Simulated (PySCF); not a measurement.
## Electronic structure of CH$_{14}$N$_{2}$Si$_{4}$ in real space

Input file:

```
{"job": {"kind": "nmr", "xc": "PBE0", "basis": "pcSseg-1"}, "charge": 0, "multiplicity": 1}
Si     0.388484    -0.577647     0.030671
Si     1.659427    -0.508605     2.011188
N     -1.282053    -0.765694     0.490528
Si    -2.622442    -0.142725    -0.434713
N      0.464085     0.906829    -0.890931
Si     0.203642     2.535292    -0.321445
C      1.010302    -1.936901    -1.101850
H      1.286169    -1.647165     2.914002
H      1.425254     0.764819     2.763006
H      3.125709    -0.617222     1.723684
H     -1.503443    -1.272500     1.341476
H     -2.771668     1.343446    -0.335245
H     -3.868928    -0.771999     0.099652
H     -2.488382    -0.483627    -1.884730
H      0.853904     0.812507    -1.825127
H     -0.410328     2.432055     1.033664
H     -0.705974     3.290624    -1.237040
H      1.479751     3.313574    -0.216642
H      0.950007    -2.917872    -0.606044
H      0.393062    -1.983116    -2.014201
H      2.058510    -1.768084    -1.395722
```

Run with:

```sh
OMP_NUM_THREADS=1 python cluster_run.py task.json out
```

Geometry: PBE0-D3(BJ)/def2-SVP.

All numbers below come from PySCF, PBE0/pcSseg-1, SCF density, gas phase, non-relativistic.

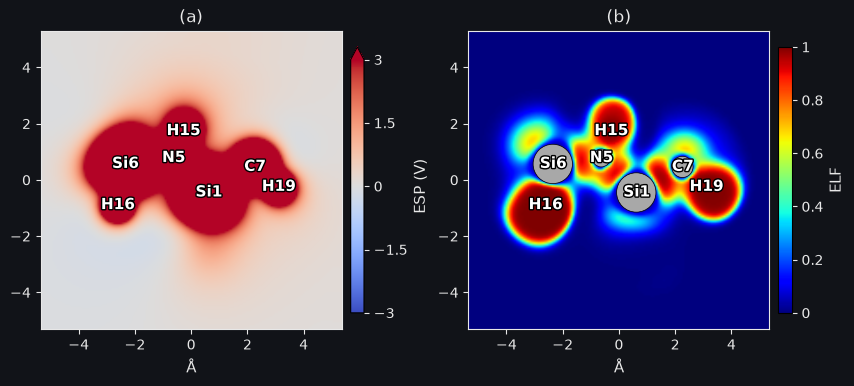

Figure 1. (a) molecular electrostatic potential; (b) ELF on the plane of atoms Si1, C7 and H19. Grey discs cover the atomic cores in the ELF map.

Read the bonding off the picture.

Answer. The plane passes through Si, N, C and H nuclei. Si–N (1.75 Å): the ELF peaks at about 0.90 between the atoms (a polar covalent bond). C–Si (1.88 Å): the ELF peaks at about 0.95 between the atoms (localised, covalent bonding). N–H (1.02 Å): the ELF climbs to about 1 towards the hydrogen, as it does in any bond to H: an ordinary covalent bond to hydrogen. C–H (1.10 Å): the ELF climbs to about 1 towards the hydrogen; an ordinary covalent bond to hydrogen. Si–H (1.49 Å): the ELF climbs to about 1 towards the hydrogen. The potential has no marked negative region in this plane.

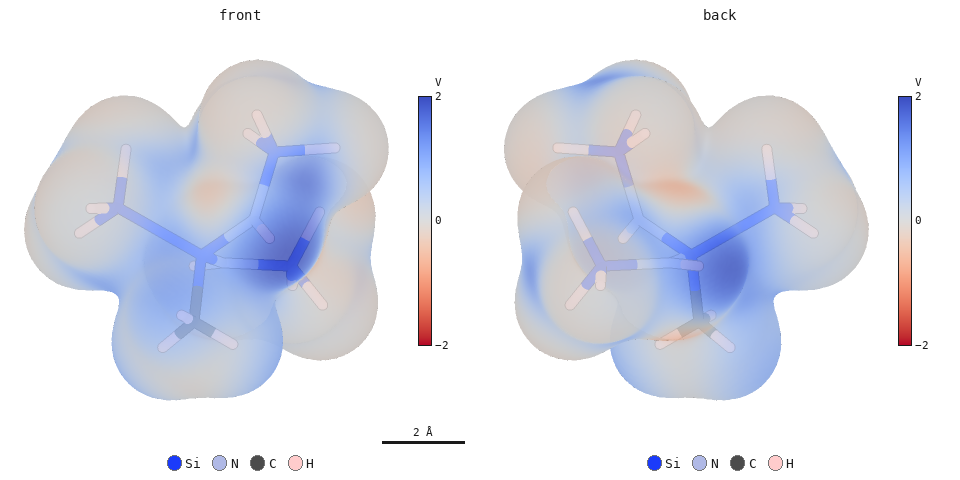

Figure 2. The molecular electrostatic potential painted on the density surface at 0.002 e/bohr³, seen from the front and from behind; red is negative and blue positive.

Describe the electrostatic potential map.

Answer. The most negative region (about −0.5 V) lies over N3, the most positive (about +1.8 V) over H11 and H15.
